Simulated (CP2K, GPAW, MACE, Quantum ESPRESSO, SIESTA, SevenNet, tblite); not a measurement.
# Running random packing of 40Si3N4-60SiO2 (mol %) (69 atoms) with CP2K, part 2 of 2

Aim: run random packing of 40Si3N4-60SiO2 (mol %) (69 atoms) in CP2K and see how near its forces come to a plane-wave reference, and at what cost.

Program: CP2K 2026.2; the method stands at each step. Banners, paths, timers and routine set-up lines are dropped from the logs unmarked, and long logs keep their key lines alone; longer cuts are marked.

So far. Step 2 (PBE, DZVP-MOLOPT-SR, 600/50 Ry, diagonalisation): Forces lie 3.3 % from the reference's, at 0.38 times its CPU time. Step 3 (PBE, SZV-MOLOPT-SR, 600/50 Ry, diagonalisation): Against the first run (3.3 %), the force difference from the reference is 78 %, at 0.67 times the CPU time (on 2 against 4 cores), with 276 basis functions against 897: the smaller basis costs accuracy.

## Step 4: PBE, DZVP-MOLOPT-SR, 210/50 Ry, diagonalisation

Method: Kohn-Sham DFT, PBE, GTH-PBE pseudopotentials, Gaussian and plane waves, DZVP-MOLOPT-SR-GTH, diagonalisation.

input.inp

```
&GLOBAL
  PROJECT cell
  RUN_TYPE ENERGY_FORCE
  PRINT_LEVEL LOW
&END GLOBAL
&FORCE_EVAL
  METHOD QS
  STRESS_TENSOR ANALYTICAL
  &DFT
    BASIS_SET_FILE_NAME BASIS_MOLOPT
    POTENTIAL_FILE_NAME GTH_POTENTIALS
    &MGRID
      CUTOFF 210
      REL_CUTOFF 50
    &END MGRID
    &QS
      EPS_DEFAULT 1.0E-12
    &END QS
    &SCF
      SCF_GUESS ATOMIC
      EPS_SCF 5.0E-06
      MAX_SCF 200
      ADDED_MOS 14
      &DIAGONALIZATION
        ALGORITHM STANDARD
      &END DIAGONALIZATION
      &SMEAR ON
        METHOD FERMI_DIRAC
        ELECTRONIC_TEMPERATURE [K] 580
      &END SMEAR
      &MIXING
        METHOD BROYDEN_MIXING
        ALPHA 0.3
        NBROYDEN 12
      &END MIXING
      &PRINT
        &RESTART OFF
        &END RESTART
      &END PRINT
    &END SCF
    &XC
      &XC_FUNCTIONAL PBE
      &END XC_FUNCTIONAL
    &END XC
    &PRINT
      &MULLIKEN ON
      &END MULLIKEN
      &HIRSHFELD ON
        SHAPE_FUNCTION DENSITY
      &END HIRSHFELD
      &MO ON
        EIGENVALUES T
        OCCUPATION_NUMBERS T
        MO_INDEX_RANGE 157 180
        &EACH
          QS_SCF 0
        &END EACH
        ADD_LAST NUMERIC
      &END MO
    &END PRINT
  &END DFT
  &SUBSYS
    &CELL
      A 9.70030 0.00000 0.00000
      B 0.00000 9.70030 0.00000
      C 0.00000 0.00000 9.70030
    &END CELL
    &COORD
[... 69 atom lines left out: the same atoms as in the first run ...]
    &END COORD
    &KIND Si
      BASIS_SET DZVP-MOLOPT-SR-GTH-q4
      POTENTIAL GTH-PBE-q4
    &END KIND
    &KIND N
      BASIS_SET DZVP-MOLOPT-SR-GTH-q5
      POTENTIAL GTH-PBE-q5
    &END KIND
    &KIND O
      BASIS_SET DZVP-MOLOPT-SR-GTH-q6
      POTENTIAL GTH-PBE-q6
    &END KIND
  &END SUBSYS
  &PRINT
    &FORCES ON
    &END FORCES
    &STRESS_TENSOR ON
    &END STRESS_TENSOR
  &END PRINT
&END FORCE_EVAL
```

Command:

```console
OMP_NUM_THREADS=2 cp2k.psmp -i input.inp > output.txt
```

Numbers of over 12 decimals in the logs are rounded to 6 here.

Log:

```text
CP2K| version string:                                       CP2K version 2026.2
 CP2K| Input file name                                                 input.inp
 GLOBAL| Basis set file name                                        BASIS_MOLOPT
 GLOBAL| Potential file name                                      GTH_POTENTIALS
 GLOBAL| Run type                                                   ENERGY_FORCE
 GLOBAL| Total number of message passing processes                             1
 GLOBAL| Number of threads for this process                                    2
[... lines left out ...]
                        Smear method:                                FERMI_DIRAC
[... lines left out ...]
 Number of electrons:                                                        336
[... lines left out ...]
  Step     Update method      Time    Convergence         Total energy    Change
[... lines left out ...]
  *** SCF run converged in    35 steps ***
[... lines left out ...]
  Fermi energy:                                                 0.162100
  Total energy:                                              -630.377299
  Total energy (extrapolated to T->0):                       -630.370827
[... lines left out ...]
 MO| E(Fermi):            0.162100 a.u.          4.410967 eV
[... lines left out ...]
     69       O      3       6.000          6.203                        -0.203
  Total Charge                                                           -0.000
 !-----------------------------------------------------------------------------!
 ENERGY| Total FORCE_EVAL ( QS ) energy [hartree]           -630.377320
 FORCES| Atomic forces [hartree/bohr]
 FORCES|   Atom     x               y               z               |f|
 FORCES|      1  4.35295932E-02 -6.26791037E-02 -6.83440745E-02   1.02442218E-01
 FORCES|      2  1.95746961E-02 -5.02756293E-02  1.73605908E-02   5.66762538E-02
 FORCES|      3  2.55582618E-02  2.10492474E-02 -5.93289222E-03   3.36376987E-02
[...]
FORCES|     68 -1.78759527E-02 -3.44823154E-02 -2.65219370E-02   4.70318286E-02
 FORCES|     69 -2.28019713E-02 -2.98411779E-02  5.59882319E-02   6.74174154E-02
 FORCES| Sum    -1.45257690E-02 -3.00354514E-03  4.67044111E-03
 FORCES| Total atomic force                                       1.55509572E-02
 STRESS| Analytical stress tensor [bar]
 STRESS|                        x                   y                   z
 STRESS|      x       -1.71965558948E+05  -1.51404654121E+04  -4.26768066513E+03
 STRESS|      y       -1.51404654121E+04  -2.20770011987E+05   3.07029530815E+04
 STRESS|      z       -4.26768066513E+03   3.07029530815E+04  -1.68045117978E+05
 STRESS| 1/3 Trace                                            -1.86926896304E+05
```

Elapsed: 2.8 min, on 2 threads of Intel Xeon Platinum 8375C at 2.90GHz (Ice Lake), shared host; peak memory 0.86 GiB; 5.4 min of CPU time.

Numbers from this run, and their distance from the reference:

- r.m.s. force component: 1.56 eV/Å
- r.m.s. difference of force components: 75.3 meV/Å
- longest difference of force vectors: 322.6 meV/Å
- force difference over r.m.s. force: 4.804 %
- slope of forces against the reference's: 0.9939
- correlation of force components: 0.9989
- pressure: -18.69 GPa
- pressure difference: 0.864 GPa
- energy less the same-level run's: -3.351 meV/atom
- r.m.s. force difference from the same-level run: 68.08 meV/Å

This is a coarse setting, run to see what it loses.

Against the first run (3.3 %), the force difference from the reference is 4.8 %, at 0.70 times the CPU time (on 2 against 4 cores): the grid matters here.

The forces add up to 0.80 eV/Å instead of zero, usually a sign of too coarse a grid.

## Step 5: The ladder

Differences are against the plane-wave reference, forces as r.m.s. over components; share is that over the reference's r.m.s. force, slope the least-squares factor from reference forces to these. Total energies of different programs have different zeros and aren't compared.

```csv
run,"Δ force, r.m.s. (meV/Å)",share (%),slope,Δ pressure (GPa),cores,CPU time,memory (GiB)
reference,-,-,-,-,4,20 min,3.0
"CP2K PBE, DZVP-MOLOPT-SR, 600/50 Ry, diagonalisation",51.7,3.30,0.995,0.708,4,7.8 min,3.5
"CP2K PBE, SZV-MOLOPT-SR, 600/50 Ry, diagonalisation (coarse)",1223,78.1,0.674,22.9,2,5.2 min,2.5
"CP2K PBE, DZVP-MOLOPT-SR, 210/50 Ry, diagonalisation (coarse)",75.3,4.80,0.994,0.864,2,5.4 min,0.86
```

Rows marked coarse were listed beforehand as settings not expected to be converged; some can still land near the reference.

CPU time is summed over cores on a shared host, where runs went side by side, so it is rough. Symmetry, cutoffs, thresholds, outputs and thread counts weren't matched or tuned between programs; memory under MPI is the largest rank's times the ranks.

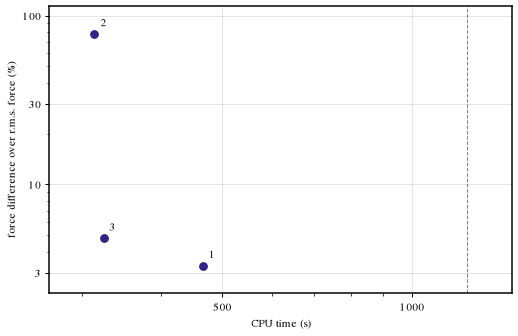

Force difference against CPU time; the dashed line marks the reference's time. Points: 1 CP2K PBE, DZVP-MOLOPT-SR, 600/50 Ry, diagonalisation; 2 CP2K PBE, SZV-MOLOPT-SR, 600/50 Ry, diagonalisation; 3 CP2K PBE, DZVP-MOLOPT-SR, 210/50 Ry, diagonalisation.

Within one program, basis, potentials and functional, energies share a zero. Each run against its twin at the usual cutoff or grid and solver:

```csv
run,twin,Δ energy (meV/atom),"Δ force, r.m.s. (meV/Å)",CPU time over the twin's
"CP2K PBE, DZVP-MOLOPT-SR, 210/50 Ry, diagonalisation","DZVP-MOLOPT-SR, 600/50 Ry, diagonalisation",-3.35,68.1,0.70 (this twin ran on 4 cores)
```

A second geometry, displaced anew (every atom was moved at random, 0.08 Å r.m.s. a Cartesian component), gives an energy difference that all programs can be tested on. The reference puts it at 11.35 meV/atom.

```csv
run,energy less the first geometry's (meV/atom),error (meV/atom),force share at the second geometry (%)
"CP2K PBE, DZVP-MOLOPT-SR, 600/50 Ry, diagonalisation",10.51,-0.844,3.08
"CP2K PBE, SZV-MOLOPT-SR, 600/50 Ry, diagonalisation",68.55,57.2,67.0
"CP2K PBE, DZVP-MOLOPT-SR, 210/50 Ry, diagonalisation",10.18,-1.17,4.53
```

## Step 6: Results

| Quantity | Value |
| --- | --- |
| nearest in forces | CP2K PBE, DZVP-MOLOPT-SR, 600/50 Ry, diagonalisation, 3.3 % |
| its CPU time | 7.8 min |

What this shows: The PBE run in local orbitals, coarse settings apart, differs by 3.3 % (CP2K PBE, DZVP-MOLOPT-SR, 600/50 Ry, diagonalisation); basis, grid and potentials can all enter. Runs with settings chosen to be coarse differ by 4.8 % (CP2K PBE, DZVP-MOLOPT-SR, 210/50 Ry, diagonalisation) to 78 % (CP2K PBE, SZV-MOLOPT-SR, 600/50 Ry, diagonalisation), their programs' other errors included. Of the electronic-structure runs that take under half the reference's CPU time, CP2K PBE, DZVP-MOLOPT-SR, 600/50 Ry, diagonalisation comes nearest, at 3.3 % in 7.8 min against 20 min. In pressure, CP2K PBE, SZV-MOLOPT-SR, 600/50 Ry, diagonalisation misses by +22.9 GPa, at the same functional. The energy difference between the two geometries, 11.3 meV/atom in the reference, is met best by CP2K PBE, DZVP-MOLOPT-SR, 600/50 Ry, diagonalisation (-0.844) and worst by CP2K PBE, SZV-MOLOPT-SR, 600/50 Ry, diagonalisation (coarse) (+57.2). The reference's pressure holds the uncorrected Pulay stress of its 60 Ry basis, so small pressure differences, and their order, may be the reference's own error. The reference's stress is far from hydrostatic: its diagonal is -18.1, -22.9, -17.6 GPa, compression counted positive. The reference's pressure of -20 GPa says that the cell would shrink at this level of theory. The electronic-structure runs sample only Γ, in a cell whose shortest periodic width is 10 Å, which is coarse for a cell with partly filled levels.

[Also dropped from logs without a mark: logging warnings of Python, and SIESTA's first energy breakdown and zero terms.]

[Logs are printed without paths, hosts, clocks, repeated set-up lines and the standing remarks that a program may print on its own settings, such as how far it seeks lower states.]

[Hosts, paths, dates, database ids (printed as entryN), source tags and the programs' standing remarks are cut or masked in the printed files.]
